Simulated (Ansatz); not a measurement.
# How many bands does the GW gap of InSe/InSe (GaSe type bilayer) need?

How do accuracy and time trade against each other in G0W0 on InSe/InSe (GaSe type bilayer)?

Method: G0W0 on PBEsol, plane waves, PAW; PAW set soft_1, in Ansatz 0.2.0.

### Step 1. The starting structure

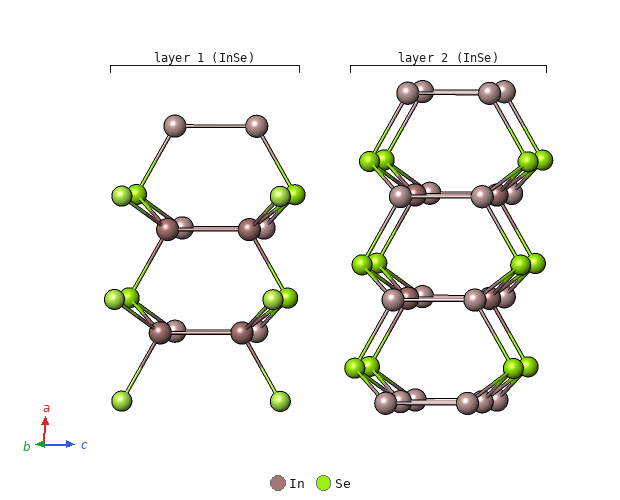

The cell as given, from the side, with the c axis across the page (indium brown, selenium green). 2×1×1 cells are drawn. Some periodic images of atoms are drawn too.

The cell holds 8 atoms: 4 In and 4 Se. Cell: a = 3.957 Å, b = 3.957 Å, c = 50.100 Å, α = 90.0°, β = 90.0°, γ = 120.0°. It derives from In1Se1. Regions: layer 1 (InSe), 4 atoms (2 In and 2 Se); layer 2 (InSe), 4 atoms (2 In and 2 Se). Vacuum lies along c.

Coordinates:

```cif
data_structure
_symmetry_space_group_name_H-M 'P 1'
_symmetry_Int_Tables_number 1
_cell_length_a 3.9572
_cell_length_b 3.9572
_cell_length_c 50.1000
_cell_angle_alpha 90.000
_cell_angle_beta 90.000
_cell_angle_gamma 120.000
_cell_volume 679.41
loop_
_atom_site_label
_atom_site_type_symbol
_atom_site_fract_x
_atom_site_fract_y
_atom_site_fract_z
_atom_site_occupancy
In1 In 0.33333 0.66667 0.44672 1
In2 In 0.33333 0.66667 0.39179 1
Se3 Se 0.66667 0.33333 0.47248 1
Se4 Se 0.66667 0.33333 0.36592 1
In5 In 0.66667 0.33333 0.60821 1
In6 In 0.66667 0.33333 0.55327 1
Se7 Se 0.00000 0.00000 0.63408 1
Se8 Se 0.00000 0.00000 0.52748 1
```

The structure was relaxed with PBEsol-D3(BJ). The runs that relaxed it are not among those shown. The Coulomb interaction is cut off across the vacuum.

### Step 2. 450 empty bands, screening to 44 eV

G0W0 replaces the xc potential by the self-energy, built once from these orbitals. Only a window of levels is corrected, while the sums run over the empty bands that the input names. This step takes PAW set soft_1 files.

input.yaml

```yaml
crystal:
  lattice:
    - [3.9571502013, 0.0, 0.0]
    - [-1.9785751006, 3.4269926009, 0.0]
    - [0.0, 0.0, 50.1]
  atoms:
    - { symbol: In, position: [0.3333333333, 0.6666666667, 0.446724869] }
    - { symbol: In, position: [0.3333333333, 0.6666666667, 0.3917908252] }
    - { symbol: Se, position: [0.6666666667, 0.3333333333, 0.472484368] }
    - { symbol: Se, position: [0.6666666667, 0.3333333333, 0.3659191446] }
    - { symbol: In, position: [0.6666666667, 0.3333333333, 0.6082105793] }
    - { symbol: In, position: [0.6666666667, 0.3333333333, 0.553272518] }
    - { symbol: Se, position: [0.0, 0.0, 0.6340808554] }
    - { symbol: Se, position: [0.0, 0.0, 0.5274798219] }
  periodic: [true, true, false]
kpoints:
  mp_grid: { grid: [6, 6, 1] }
hamiltonian:
  xc: pbesol
  pseudopotentials: { kind: paw, azcp: { folder: soft_1 }, xc_functional: pbe }
scf:
  occupations: { method: fixed }
gw:
  n_empty_bands: 450
  ecut_chi: 44
  qp_bands: [v2, c2]
  qp_kpoints: band_edges
  screening: { model: contour_deformation }
```

Started as:

```bash
ansatz run input.yaml --threads 2 --pin off --max-ram 92160MiB --backend cuda --events-out ev --progress --plain --runs-dir out --devices 1 --max-vram 13GiB
```

Numbers of over 12 decimals in the logs are rounded to 6 here.

The log of the run:

```text
GPUs: using 1 of 1 available (devices: 1).
Engine: ansatz 0.2.0, x86_64-unknown-linux-gnu
Pseudopotentials: kind: paw
Pseudopotential: In, paw, valence charge 13, recommended cutoff 420 eV (normal), soft_1/In.paw.azcp
Pseudopotential: Se, paw, valence charge 16, recommended cutoff 420 eV (normal), soft_1/Se.paw.azcp
Functional definition: PBEsol
  exchange = pbesol_x
  correlation = pbesol_c
device memory: the entry about to start is reckoned to put 4.0 GiB on a device that reports 37.7 GiB free (of which the cap on the GPU budget leaves the run 13.0 GiB)
GPU FFT provider: cuFFT
GPU libraries: cuBLAS 13.8.2, cuFFT 12.4.0, cuSOLVER 12.3.4
Crystal: 8 atoms, lattice volume = 679.412 Å³
Basis set: ecut = 420 eV, 13463 PW (Γ)
Bands: 70, of which v1, the nominal top of the filled ones, is band 58 counted from 1 (57 counted from 0)
Symmetry: 6 space group operations
Space group: P3m1 (ITA 156), of the structure as read, at distance tolerance 8.8e-5 Å
k-points: 7 of 36 (time reversal used)
Non-local potential: In, projectors of the file, l = 0: 2, l = 1: 2, l = 2: 2, l = 3: 1
Non-local potential: Se, projectors of the file, l = 0: 2, l = 1: 2, l = 2: 3, l = 3: 1
PAW form: soft (Blöchl's): semilocal exchange-correlation on the pseudo side does not see the compensation charge
PAW frozen core: In, regenerated for the run's functional, and the local potential with it (the file was generated under x = pbe(κ = 0.804, μ = 0.219515), c = pbe(β = 0.066725))
PAW frozen core: Se, regenerated for the run's functional, and the local potential with it (the file was generated under x = pbe(κ = 0.804, μ = 0.219515), c = pbe(β = 0.066725))
PAW one-centre angular grid: In, 590 points (default); XC on 64 Gauss nodes
PAW one-centre angular grid: Se, 590 points (default); XC on 64 Gauss nodes
Initial density: superposition of atomic densities (neutral atoms: chi_scale 0, normalization atom)
Initial wavefunctions: pseudopotential atomic-orbital guess
GPU buffer pool allocated for 262440 grid points (all kernels)
GPU transforms: local potential and band sums: pruned to the plane-wave sphere, on 25×27×360
Functional: x = pbesol(κ = 0.804, μ = 0.123457), c = pbesol(β = 0.046)
iter 1 solved again at ethr=2.93e-3 eV; its pass at ethr=3.10e-3 eV (dr2=3.40e0 eV) is discarded
SCF iter   1: F=—  HF=-43803.416277 eV  |F-HF|=—  |Δ(HF+E_count)|=         —  Δρ=1.68e-2  dr2=3.41e0  ethr=2.93e-3  ⟨swp⟩=1.0  Hψ=2381  notcnv=0  defer=55
preconditioner: auto → Resta (q_TF=auto, 2.032 Å⁻¹)  ε∞=1.8  [insulator: Δε(μ)=1.318 eV  Ē_g=13.724 eV  n_scr=110 (ndim 8)  ℏωp=12.4 eV  f_vac=0.661  ε∞_Penn≈1.8  vacuum switching on, ρ_ref=1.4e-2 e/Å³]
SCF iter   2: F=—  HF=-43802.642346 eV  |F-HF|=—  |Δ(HF+E_count)|=   7.74e-1  Δρ=8.48e-3  dr2=8.76e-1  ethr=2.93e-3  ⟨swp⟩=4.4  Hψ=869  notcnv=0  defer=68
SCF iter   3: F=—  HF=-43802.528904 eV  |F-HF|=—  |Δ(HF+E_count)|=   1.13e-1  Δρ=4.57e-3  dr2=2.27e-1  ethr=7.55e-4  ⟨swp⟩=4.0  Hψ=941  notcnv=0  defer=70
SCF iter   4: F=—  HF=-43802.498981 eV  |F-HF|=—  |Δ(HF+E_count)|=   2.99e-2  Δρ=1.38e-3  dr2=2.31e-2  ethr=1.96e-4  ⟨swp⟩=3.7  Hψ=720  notcnv=0  defer=70
SCF iter   5: F=—  HF=-43802.505481 eV  |F-HF|=—  |Δ(HF+E_count)|=   6.50e-3  Δρ=8.22e-4  dr2=7.11e-2  ethr=1.99e-5  ⟨swp⟩=5.0  Hψ=787  notcnv=0  defer=70  recentre
SCF iter   6: F=—  HF=-43802.498561 eV  |F-HF|=—  |Δ(HF+E_count)|=   6.92e-3  Δρ=2.54e-4  dr2=6.23e-4  ethr=1.99e-5  ⟨swp⟩=3.6  Hψ=639  notcnv=0  defer=70
SCF iter   7: F=—  HF=-43802.498898 eV  |F-HF|=—  |Δ(HF+E_count)|=   3.37e-4  Δρ=1.67e-4  dr2=2.66e-3  ethr=5.37e-7  ⟨swp⟩=3.3  Hψ=1038  notcnv=0  defer=70
SCF iter   8: F=—  HF=-43802.498696 eV  |F-HF|=—  |Δ(HF+E_count)|=   2.02e-4  Δρ=6.52e-5  dr2=4.45e-5  ethr=5.37e-7  ⟨swp⟩=2.7  Hψ=590  notcnv=0  defer=70
SCF iter   9: F=—  HF=-43802.498704 eV  |F-HF|=—  |Δ(HF+E_count)|=   7.53e-6  Δρ=2.59e-5  dr2=5.15e-6  ethr=3.84e-8  ⟨swp⟩=3.3  Hψ=1038  notcnv=0  defer=69
SCF iter  10: F=—  HF=-43802.498707 eV  |F-HF|=—  |Δ(HF+E_count)|=   3.34e-6  Δρ=8.07e-6  dr2=6.83e-7  ethr=4.44e-9  ⟨swp⟩=3.0  Hψ=709  notcnv=0  defer=69
SCF iter  11: F=-43802.498707 eV  HF=-43802.498707 eV  |F-HF|=5.12e-9  |Δ(HF+E_count)|=   1.09e-7  Δρ=1.51e-6  dr2=2.76e-8  ethr=8.62e-11  ⟨swp⟩=20.3  Hψ=3530  notcnv=0
SCF 1 converged in 11 iterations: F = -43802.498707 eV  dr2 = 2.76e-8
  greatest PAW one-centre occupation: 1.000 electrons in one spin orbital (limit 2), on the Se atom at site 2 (counted from 0), in its partial waves of l = 2
device memory: the entry about to start is reckoned to put 4.5 GiB (of the 4.7 GiB reckoned in all, the device holds 0.2 GiB already) on a device that reports 36.5 GiB free (of which the cap on the GPU budget leaves the run 12.9 GiB)
NSCF: frozen V_eff on 7 k-points
the band table was solved once the SCF had ended and its energy, with any forces and stress, was formed, with the checks that follow a solve (2426 applications of the Hamiltonian). They found nothing against the state; the energy, forces and stress were not computed again (output.eigenvalues in the input reference)
device memory: the entry about to start is reckoned to put 6.7 GiB on a device that reports 36.7 GiB free (of which the cap on the GPU budget leaves the run 13.0 GiB)
NSCF: frozen V_eff on 7 k-points
G₀W₀ screening: q 1/7
[... further progress lines ...]
SCF converged after 11 iterations
Free energy (F): -43802.498707 eV
Harris-Foulkes:  -43802.498707 eV  (|F-HF|=5.12e-9)
Internal energy: -43802.498707 eV  (E = F + TS)
E sigma→0 (E₀):  -43802.498707 eV
Fermi energy:    -5.643039 eV
--- Per-component energies (eV) ---
  E_band       = -3277.567572
  E_kinetic    = 1320.146350
  E_local      = -662066.361412  (includes V_loc(G=0)·N_el)
  E_nonlocal   = -96.646867
  E_hartree    = 330076.172816
  E_xc         = -904.812299
  E_vxc        = -719.485377  (∫ρ·V_xc dr)
  E_paw        = -24898.024200  (= ΣΔE_a)
  E_vpaw       = -1867.575665  (= ΣTr[D̂ρ^β])
  E_aug_tail   = -0.000910  (compensation charges beyond the density's cutoff)
  E_ewald      = 312762.050394
  E_core_change = 4.977421  (= ΣΔE_core)
  E_smearing   = -0.000000  (= −TS)
  E_closure    = -0.000000  (closes the sum)
  Σ components = -43802.498707   (vs F -43802.498707, Δ=0.00e0)
--- Band table (eV; the first three rows and the last of 7) ---
  k-point 0: bands = [... 54 lower, -6.3407, -6.2690, -6.2690, -5.6995, -4.4682, -3.6735, -3.0620, -2.9438, ... 8 higher]
  k-point 1: bands = [... 54 lower, -6.6505, -6.5259, -6.2197, -5.6430, -3.3846, -3.1227, -2.4537, -2.3440, ... 8 higher]
  k-point 2: bands = [... 54 lower, -7.1688, -6.9996, -6.4938, -6.2923, -3.7211, -3.4769, -3.2799, -3.0241, ... 8 higher]
  k-point 6: bands = [... 54 lower, -7.4943, -7.3387, -7.1525, -6.9217, -3.6496, -3.5264, -2.7708, -2.7268, ... 8 higher]
  ° read free of the cell's end (the report's vacuum.weakly_bound_levels)
--- G₀W₀: contour deformation, 7 samples at zero and on the imaginary axis and 2 off it, 36 q-points, 450 empty bands' worth ---
  eigenvalues of the whole cell's RPA ε∞ on this k-mesh (on a slab, of 1 + 4πα/V) = 1.2843, 3.5751, 3.5751; static W/v taken at q = 0 is 0.418665
  bands read: the sum over 508 bands ends inside a degenerate multiplet in 1 slot, whose members it reads at an even weight; the widest, k=0: bands 508 to 509 (counted from 1) at 1/2 each
  gw.qp_kpoints: band_edges: 6 of 7 stored k-points solved, in 1 pass; an edge of the gap read off the rows below is read off those points alone
    valence top: of the k-points left out ik 5 came nearest to being solved in a further pass, in band 58 (counted from 1, as in the quasiparticle table): it holds the edge there only if its correction is more favourable than any solved in that band by at least 0.961 eV; those differ by 0.168 eV
    conduction bottom: of the k-points left out ik 5 came nearest to being solved in a further pass, in band 59 (counted from 1, as in the quasiparticle table): it holds the edge there only if its correction is more favourable than any solved in that band by at least 0.832 eV; those differ by 0.441 eV
    ik  band        ε_KS         Σx   Σc(E_QP)       V_xc       Z   E_QP_lin       E_QP  E_QP is
     0    57     -6.2690   -18.1504     1.9739   -15.9966  0.7534    -6.4496    -6.4489  root
     0    58     -5.6995   -15.3413     1.1961   -14.0071  0.7576    -5.8379    -5.8375  root
     0    59     -4.4682   -10.4269    -2.7234   -13.8499  0.7800    -3.7602    -3.7687  root
     0    60     -3.6735   -10.3962    -2.8683   -14.0672  0.7692    -2.8694    -2.8708  root
     1    57     -6.2197   -15.6834     1.6209   -13.7714  0.7486    -6.5133    -6.5108  root
     1    58     -5.6430   -16.2452     1.4342   -14.6343  0.7575    -5.8203    -5.8197  root
     1    59     -3.3846   -10.8425    -3.0350   -14.7280  0.7693    -2.5168    -2.5342  root
     1    60     -3.1227   -10.6396    -3.1578   -14.6673  0.7641    -2.2258    -2.2528  root
     2    57     -6.4938   -15.6632     1.6148   -13.7669  0.7489    -6.7773    -6.7752  root
     2    58     -6.2923   -15.6810     1.5221   -13.9060  0.7532    -6.5468    -6.5454  root
     2    59     -3.7211    -7.5707    -3.1987   -11.3308  0.7814    -3.1531    -3.1597  root
     2    60     -3.4769    -9.2243    -3.1862   -13.1617  0.7730    -2.7116    -2.7258  root
     3    57     -7.0242   -15.2429     1.7015   -13.2172  0.7449    -7.3516    -7.3483  root
     3    58     -6.8876   -15.0813     1.5929   -13.1823  0.7486    -7.1959    -7.1937  root
     3    59     -3.9818    -8.4926    -3.0517   -12.1331  0.7800    -3.3861    -3.3930  root
     3    60     -3.8864    -8.9709    -3.0452   -12.6744  0.7776    -3.2192    -3.2282  root
     4    57     -6.1912   -15.8658     1.5804   -14.0214  0.7517    -6.4569    -6.4552  root
     4    58     -6.0237   -16.2727     1.5762   -14.4744  0.7543    -6.2468    -6.2458  root
     4    59     -2.9138   -10.5781    -3.3117   -14.7995  0.7632    -1.9829    -2.0041  root
     4    60     -2.7437    -9.7871    -3.3719   -13.9911  0.7619    -1.8928    -1.9116  root
     6    57     -7.1525   -14.9599     1.5887   -13.0416  0.7509    -7.4852    -7.4821  root
     6    58     -6.9217   -15.6736     1.7090   -13.6748  0.7503    -7.2134    -7.2115  root
     6    59     -3.6496    -7.3079    -3.0890   -10.8652  0.7776    -3.1767    -3.1814  root
     6    60     -3.5264    -7.3022    -3.0909   -10.8507  0.7760    -3.0641    -3.0688  root
```

Wall time 75 s (1 × NVIDIA H100 80GB HBM3 (shared by 6 runs) with 2 threads of AMD EPYC 7R13 (Zen 3), shared host); peak memory 2.4 GiB; 1.7 min of CPU time.

Numbers from this step:

```yaml
bands_summed: 508
plane_waves_in_the_screening_matrix: 439
q_points_in_the_mesh: 36
g0w0_gap_on_the_mesh: 2.051 eV
k_of_the_valence_top: 0, 0.1667, 0
k_of_the_conduction_bottom: 0, 0, 0
starting_gap_on_the_mesh: 1.175 eV
z_at_the_valence_top: 0.7575
z_at_the_conduction_bottom: 0.7800
least_direct_g0w0_gap_on_the_computed_points: 2.069 eV
```

The gap on the mesh goes from 1.17 eV to 2.05 eV, a correction of +0.88 eV. Between the two edge states, bare exchange in place of the xc potential would open the gap by 5.03 eV, and correlation takes back 4.16 eV.

### Step 3. 1103 empty bands, screening to 80 eV

Bands and screening cutoff are moved together, since each hides the error of the other.

Edit input.yaml of step 2 so:

```diff
@@ -22,5 +22,6 @@
   occupations: { method: fixed }
+  convergence: { dr2_threshold: 1.0e-10 }
 gw:
-  n_empty_bands: 450
-  ecut_chi: 44
+  n_empty_bands: 1103
+  ecut_chi: 80.0
   qp_bands: [v2, c2]
```

The log of the run:

```text
GPUs: using 1 of 1 available (devices: 1).
[...]
GPU FFT provider: cuFFT
GPU libraries: cuBLAS 13.8.2, cuFFT 12.4.0, cuSOLVER 12.3.4
Crystal: 8 atoms, lattice volume = 679.412 Å³
Basis set: ecut = 420 eV, 13463 PW (Γ)
Bands: 70, of which v1, the nominal top of the filled ones, is band 58 counted from 1 (57 counted from 0)
Symmetry: 6 space group operations
[...]
k-points: 7 of 36 (time reversal used)
[...]
GPU buffer pool allocated for 262440 grid points (all kernels)
[...]
SCF iter  15: F=-43802.498707 eV  HF=-43802.498707 eV  |F-HF|=3.49e-10  |Δ(HF+E_count)|=  2.91e-11  Δρ=2.94e-8  dr2=1.44e-11  ethr=1.00e-12  ⟨swp⟩=20.7  Hψ=2820  notcnv=0
SCF 1 converged in 15 iterations: F = -43802.498707 eV  dr2 = 1.44e-11
[...]
NSCF: frozen V_eff on 7 k-points
[...]
WARN: eigensolver did not converge (k=1): 2 band(s) unlocked after 6 eigensolves, warm-restarted (20 sweeps on the last) at ethr=2.12e-11 eV (storage-precision floor; scheduled 1.00e-12 eV) (lowest unlocked band 1164, counted from 0; max residual 3.34e-4 eV among the unlocked bands, 3.34e-4 eV over every band; other slots of this pass that fall short are told together in one closing line; warning suppressed until the next SCF loop or pass starts)
G₀W₀ screening: q 1/7
[... further progress lines ...]
SCF converged after 15 iterations
Free energy (F): -43802.498707 eV
[...]
Internal energy: -43802.498707 eV  (E = F + TS)
E sigma→0 (E₀):  -43802.498707 eV
Fermi energy:    -5.643008 eV
[...]
° read free of the cell's end (the report's vacuum.weakly_bound_levels)
[...]
band pass: the eigensolver left bands unlocked in 1 slot; of largest residual, k=1: 1 band unlocked, the lowest band 1165 (counted from 1), max residual 4.11e-5 eV over all its bands; `*` marks the rows of those k-points, and any row can be off: every row's sums read bands of every k-point
[...]
0    57     -6.2690   -18.1503     1.6628   -15.9966  0.7480    -6.7654    -6.7599  root
     0    58     -5.6995   -15.3413     0.9260   -14.0071  0.7532    -6.1109    -6.1076  root
     0    59     -4.4682   -10.4269    -2.9760   -13.8499  0.7771    -4.0182    -4.0212  root
     0    60     -3.6735   -10.3962    -3.1403   -14.0672  0.7659    -3.1426    -3.1428  root
     1    57     -6.2197   -15.6834     1.3683   -13.7714  0.7446    -6.7766    -6.7634  root *
     1    58     -5.6430   -16.2452     1.1433   -14.6343  0.7529    -6.1151    -6.1106  root *
     1    59     -3.3846   -10.8425    -3.3248   -14.7280  0.7660    -2.8174    -2.8239  root *
     1    60     -3.1226   -10.6396    -3.4440   -14.6673  0.7604    -2.5307    -2.5390  root *
     2    57     -6.4937   -15.6632     1.3528   -13.7669  0.7452    -7.0455    -7.0372  root
     2    58     -6.2923   -15.6810     1.2496   -13.9059  0.7495    -6.8247    -6.8178  root
     2    59     -3.7211    -7.5707    -3.3720   -11.3308  0.7803    -3.3300    -3.3329  root
     2    60     -3.4769    -9.2244    -3.4349   -13.1618  0.7706    -2.9688    -2.9744  root
[...]
6    57     -7.1524   -14.9600     1.3334   -13.0416  0.7489    -7.7483    -7.7374  root
     6    58     -6.9217   -15.6737     1.4417   -13.6749  0.7469    -7.4869    -7.4787  root
     6    59     -3.6496    -7.3079    -3.2405   -10.8651  0.7764    -3.3309    -3.3329  root
     6    60     -3.5263    -7.3022    -3.2353   -10.8507  0.7748    -3.2110    -3.2131  root
```

Run time: 2.2 min. Hardware: 1 × NVIDIA H100 80GB HBM3 (shared by 6 runs) with 2 threads; peak memory 4.8 GiB.

This step gave:

- bands summed: 1161
- plane waves in the screening matrix: 1051
- q-points in the mesh: 36
- G0W0 gap on the mesh: 2.086 eV
- k of the valence top: 0, 0, 0
- k of the conduction bottom: 0, 0, 0
- starting gap on the mesh: 1.175 eV
- Z at the valence top: 0.7532
- Z at the conduction bottom: 0.7771
- least direct G0W0 gap on the computed points: 2.086 eV

Against the run with 6×6×1 mesh, 450 empty bands, screening to 44 eV, PAW set soft_1 files, the gap moves by +0.04 eV.

### Step 4. Convergence and cost

Times are wall times on 1 × NVIDIA H100 80GB HBM3 (shared by 6 runs) with 2 threads of AMD EPYC 7R13 (Zen 3), shared host, good to a factor of about two.

| mesh | files | frequency | bands summed | cutoff (eV) | start (eV) | G0W0 (eV) | time | host memory (GiB) |
| --- | --- | --- | --- | --- | --- | --- | --- | --- |
| 6×6×1 | PAW set soft_1 | contour deformation | 508 | 44 | 1.175 | 2.051 | 75 s | 2.4 |
| 6×6×1 | PAW set soft_1 | contour deformation | 1161 | 80 | 1.175 | 2.086 | 2.2 min | 4.8 |

How the two edges are built up, in eV (the quasiparticle level is the starting level plus Σx plus Σc less Vxc):

| run | edge | start | Σx | Σc | Vxc | Z | QP |
| --- | --- | --- | --- | --- | --- | --- | --- |
| 508 bands | valence top | -5.64 | -16.25 | 1.43 | -14.63 | 0.76 | -5.82 |
| 508 bands | conduction bottom | -4.47 | -10.43 | -2.72 | -13.85 | 0.78 | -3.77 |
| 1161 bands | valence top | -5.70 | -15.34 | 0.93 | -14.01 | 0.75 | -6.11 |
| 1161 bands | conduction bottom | -4.47 | -10.43 | -2.98 | -13.85 | 0.78 | -4.02 |

 Where G0W0 reorders the edges (1161 bands), the two states listed lie further apart at the start than the starting gap.

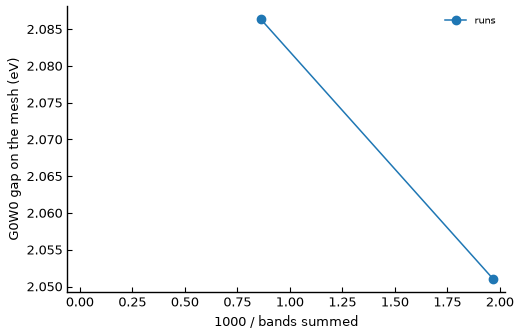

The gap against one over the number of bands.

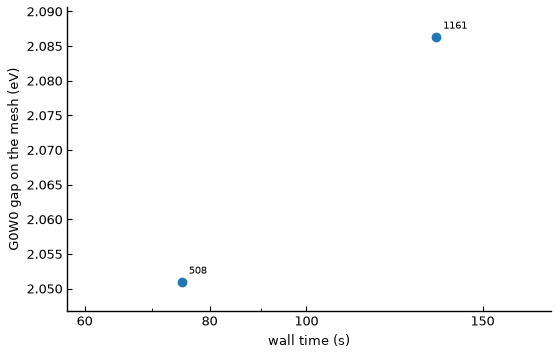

Result against wall time.

### Step 5. Summary of results

* 508 bands, 44 eV: 2.051 eV
* 1161 bands, 80 eV: 2.086 eV
* mesh and start: 6×6×1, PBEsol

In words: From 508 to 1161 bands the gap moves by +0.04 eV. The states at the edges change along the series or lie close to crossing, so no limit is drawn from it. The 6×6×1 mesh misses a band edge: over a band path and its finer mesh (run apart) the PBEsol gap is 1.12 eV, so the G0W0 gap over the zone may lie about 0.05 eV below its value on the mesh. The mesh in the plane is coarse for a sheet; gap and any exciton binding can still move on denser ones. The many-body steps are scalar-relativistic: spin-orbit coupling is not in them.

[Paths, hosts, dates, memory and timing lines, banners, echoed tables and standing remarks are left out of the program output.]

[Logs are printed without paths, hosts, clocks, repeated set-up lines and the standing remarks that a program may print on its own settings, such as how far it seeks lower states.]

[Runs of the session that timed out or met a known fault of the program may be left out.]

[Cells called generated may have been cut or substituted from an entry of the Crystallography Open Database or the Materials Project.]

[Hosts, paths, dates, database ids (printed as entryN), source tags and the programs' standing remarks are cut or masked in the printed files.]
